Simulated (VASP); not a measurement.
Band structure of FeAs (relaxed from the rock salt structure, space group Fm-3m). These are PBE GGA, VASP's PBE PAW potentials (set 64) (plane waves; VASP) values and carry that method's errors.

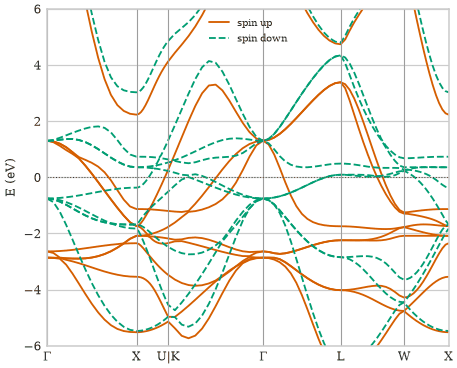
Figure: Bands along high-symmetry lines, zero at the valence-band maximum or, without a gap, the Fermi level

Q: Read the plot: is there a gap, and where are the band edges?

A: It has no gap at this level: it comes out as a metal or semimetal. (Edges off the drawn lines would not show.)

The structure was generated: FeAs was put into the rock salt type (Fm-3m), which need not be its known phase. It was relaxed first, which changed the volume by -22 %.
